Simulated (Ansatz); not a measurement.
# BH4 (doublet): correlated methods under varied settings at distance H1–H2 along a hydrogen transfer = 0.983 Å

What do other methods and options give for BH4 (doublet) at this geometry, and how long do they take?

The runs use Ansatz 0.2.0, Gaussian basis; the settings change from run to run.

7 further runs of the same task are left out: 3 that didn't finish, 4 set aside as unsound or not needed.

## (1) The geometry

The geometry derives from fragments relaxed apart (PBE0/def2-TZVP) and kept rigid, so it is no stationary point. A hydrogen atom is moved between rigid fragments.

5 atoms, charge 0, spin multiplicity 2.

Atoms are counted from 1 here; the program's logs count them from 0.

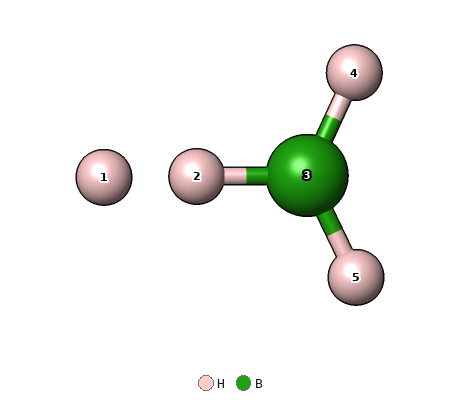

The structure; hydrogen pink, boron green; atoms are numbered from 1 in the order of the file.

## (2) CASCI(3,4)/6-31G*

The input, in.yaml:

```yaml
crystal:
  periodic: [false, false, false]
  atoms:
    - {symbol: H, position_ang: [-1.996482, 0.000000, 0.000000]}
    - {symbol: H, position_ang: [-1.013482, 0.000000, 0.000000]}
    - {symbol: B, position_ang: [0.156518, 0.000000, 0.000000]}
    - {symbol: H, position_ang: [0.665591, 0.000000, 1.077009]}
    - {symbol: H, position_ang: [0.665591, 0.000000, -1.077008]}
basis:
  gaussian: {orbitals: "6-31G*"}
magnetization: {spin_polarized: false, initial_magnetization: 1}
hamiltonian: {pseudopotentials: {relativity: scalar}}
correlation: {active_space: {window: {electrons: 3, orbitals: 4}, fixed_orbitals: true}}
```

On the command line:

```sh
> ansatz run in.yaml --threads 1 --pin off --events-out ev --progress --plain --max-ram 2393MiB
```

Log:

```text
Functional definition: HF
  name "HF"
  cite "Fock, Z. Phys. 61, 126 (1930) doi:10.1007/BF01340294"
  parent pbe
  exchange = exact_x
  correlation = 0
267 factors; integrals over basis functions are off by at most 6.5e-4 eV
mean field evaluation 1: about -729.6236 eV, gradient 1.0e1 eV
mean field evaluation 2: about -729.6243 eV, gradient 1.0e1 eV
mean field evaluation 4: about -730.4671 eV, gradient 1.0e0 eV
mean field evaluation 8: about -730.4901 eV, gradient 1.7e-4 eV
mean field evaluation 16: about -728.5028 eV, gradient 6.6e-4 eV
mean field -730.49010863 eV, -26.8450163482 hartree, gradient 2.1e-6 eV, S^2 0.750000; 3 other end points of the search recorded, 0 dependent functions left out
reference -730.49010863 eV, -26.8450163482 hartree; 5, 4 occupied and 18, 19 virtual orbitals, 267 factors
state -730.54041816 eV, -26.8468651893 hartree
Total energy: -730.54041816 eV, -26.8468651893 hartree
Relativity: scalar
```

Run time: 0.24 s. Hardware: 1 thread of Arm Neoverse N1, shared host.

From the report: 6 determinants; active occupations 2.00, 1.00, 0.00, 0.00.

## (3) HF/def2-SVPD

Edit in.yaml of step 2 so:

```diff
@@ -9,5 +9,6 @@
 basis:
-  gaussian: {orbitals: "6-31G*"}
+  gaussian: {orbitals: def2-SVPD}
 magnetization: {spin_polarized: false, initial_magnetization: 1}
-hamiltonian: {pseudopotentials: {relativity: scalar}}
-correlation: {active_space: {window: {electrons: 3, orbitals: 4}, fixed_orbitals: true}}
+hamiltonian: {xc: hf}
+scf: {lower_state_search: off}
+output: {orbitals: {seedname: orbitals}}
```

Same command.

Log:

```text
Functional definition: HF
  name "HF"
  cite "Fock, Z. Phys. 61, 126 (1930) doi:10.1007/BF01340294"
  parent pbe
  exchange = exact_x
  correlation = 0
these checks for a lower state are left out or cut short: stability, starts, cluster_reference, orbital_swaps, neighbouring_geometries, increment
466 factors; their error is unknown
mean field evaluation 1: about -728.9908 eV, gradient 1.0e1 eV
mean field evaluation 2: about -729.7249 eV, gradient 3.2e0 eV
mean field evaluation 4: about -729.8446 eV, gradient 5.0e-1 eV
mean field evaluation 8: about -729.8560 eV, gradient 7.8e-2 eV
mean field -729.85602603 eV, -26.8217142425 hartree, gradient 1.9e-6 eV, S^2 0.750000; 0 other end points of the search recorded, 0 dependent functions left out
reference -729.85602603 eV, -26.8217142425 hartree; 5, 4 occupied and 47, 48 virtual orbitals, 466 factors
Total energy: -729.85602603 eV, -26.8217142425 hartree
Checks for a lower state left out: stability, starts, cluster_reference, orbital_swaps, neighbouring_geometries, increment
```

It took 0.18 s on 1 thread of Arm Neoverse N1, shared host.

## (4) CCSDT(Q)/B on UHF/6-31G

Edit in.yaml of step 3 so:

```diff
@@ -9,6 +9,6 @@
 basis:
-  gaussian: {orbitals: def2-SVPD}
-magnetization: {spin_polarized: false, initial_magnetization: 1}
-hamiltonian: {xc: hf}
-scf: {lower_state_search: off}
-output: {orbitals: {seedname: orbitals}}
+  gaussian: {orbitals: 6-31G}
+magnetization: {spin_polarized: true, initial_magnetization: 1}
+hamiltonian: {pseudopotentials: {relativity: scalar}}
+correlation: {method: ccsdt_q_b, electrons: valence}
+scf: {omitted_lower_state_checks: [cluster_reference]}
```

Launched as before.

Log, cut to the lines that bear on the results:

```text
Functional definition: HF
  name "HF"
  cite "Fock, Z. Phys. 61, 126 (1930) doi:10.1007/BF01340294"
  parent pbe
[...]
384 factors; integrals over basis functions are off by at most 2.0e-7 eV
[...]
mean field -730.27941950 eV, -26.8372736653 hartree, gradient 2.2e-6 eV, S^2 0.760153; 0 other end points of the search recorded, 0 dependent functions left out
1 core orbitals not correlated: weight in the atoms' cores, before any rotation towards them, 1.000 or more for the frozen orbitals, at most 0.000 for the correlated occupied ones
reference -730.27941950 eV, -26.8372736653 hartree; 4, 3 occupied and 12, 13 virtual orbitals, 384 factors
second order -1.57827649 eV of doubles, -0.00000000 eV of singles
cycle   1  -1.93205562 eV  change   -3.5e-1 eV  update   4.3e-2
[...]
cycle  12  -2.12000304 eV  change    2.3e-7 eV  update   5.7e-7
perturbative correction -0.00058357 eV, -0.0000214458 hartree
Total energy: -732.40000610 eV, -26.9152037858 hartree
Relativity: scalar
Checks for a lower state left out: cluster_reference
```

Run time: 3 s. Hardware: 1 thread of Arm Neoverse N1, shared host.

From the report: ⟨S²⟩ of the determinant 0.760 (pure doublet: 0.75); correlation -2.1206 eV; T1 0.008; largest double amplitude 0.04.

## (5) CCSD(T)/cc-pVDZ

Edit in.yaml of step 4 so:

```diff
@@ -9,6 +9,7 @@
 basis:
-  gaussian: {orbitals: 6-31G}
+  gaussian: {orbitals: cc-pVDZ}
 magnetization: {spin_polarized: true, initial_magnetization: 1}
-hamiltonian: {pseudopotentials: {relativity: scalar}}
-correlation: {method: ccsdt_q_b, electrons: valence}
-scf: {omitted_lower_state_checks: [cluster_reference]}
+hamiltonian: {xc: {name: PBE}}
+correlation: {method: ccsd_t, electrons: outside_noble_gas}
+accuracy: high
+output: {forces: true}
```

The command is unchanged.

Log, cut to the lines that bear on the results:

```text
Functional definition: PBE
  name "PBE"
  cite "Perdew, Burke & Ernzerhof, Phys. Rev. Lett. 77, 3865 (1996) doi:10.1103/PhysRevLett.77.3865"
  parent pbe
[...]
709 factors; integrals over basis functions are off by at most 3.3e-9 eV
[...]
mean field -735.12556004 eV, -27.0153660456 hartree, gradient 1.3e-8 eV, S^2 0.752312; 6 other end points of the search recorded, 0 dependent functions left out
1 core orbitals not correlated: weight in the atoms' cores, before any rotation towards them, 1.000 or more for the frozen orbitals, at most 0.000 for the correlated occupied ones
reference -730.29505279 eV, -26.8378481782 hartree; 4, 3 occupied and 29, 30 virtual orbitals, 709 factors
second order -2.84720423 eV of doubles, -0.12988348 eV of singles
cycle   1  -3.48386984 eV  change   -5.1e-1 eV  update   4.3e-2
[...]
cycle  20  -3.64708243 eV  change  -1.7e-10 eV  update  3.9e-10
perturbative correction -0.05572564 eV, -0.0020478794 hartree
[...]
Total energy: -733.99786086 eV, -26.9739238649 hartree
Atom 0 at    -1.996482     0.000000     0.000000 Å, force    -2.329194    -0.000000    -0.000000 eV/Å
Atom 1 at    -1.013482     0.000000     0.000000 Å, force    -1.032126     0.000000    -0.000000 eV/Å
Atom 2 at     0.156518     0.000000     0.000000 Å, force     2.374700     0.000000     0.000000 eV/Å
Atom 3 at     0.665591     0.000000     1.077009 Å, force     0.493310    -0.000000     0.198494 eV/Å
Atom 4 at     0.665591     0.000000    -1.077008 Å, force     0.493310    -0.000000    -0.198493 eV/Å
Dipole moment:     0.203911    -0.000000     0.000000 e Å
```

It took 13 s on 1 thread of Arm Neoverse N1, shared host.

From the report: ⟨S²⟩ of the determinant 0.752 (pure doublet: 0.75); correlation -3.7028 eV; T1 0.017; largest double amplitude 0.04. The orbitals are Kohn-Sham ones, so correlation energy and T1 don't compare with those on Hartree-Fock orbitals.

## (6) The runs in one table

```tsv
level	correlated	functions	energy (eV)	time
CASCI(3,4)/6-31G* (relativity set)		23	-730.5404	0.24 s
HF/def2-SVPD		52	-729.8560	0.18 s
CCSDT(Q)/B on UHF/6-31G (relativity set)	valence	17	-732.4000	3 s
CCSD(T)/cc-pVDZ (on PBE orbitals)	outside noble gas	34	-733.9979	13 s
```

## (7) Outcome

```
quantity                                    value
    runs                                        4
quickest                     HF/def2-SVPD, 0.18 s
 slowest  CCSD(T)/cc-pVDZ (on PBE orbitals), 13 s
```

**Reading.** Total energies in different bases, with other cores or another treatment of relativity can't be set against each other. CCSD(T)/cc-pVDZ (on PBE orbitals) took 70 times as long as HF/def2-SVPD; the jobs differ in more than the method.
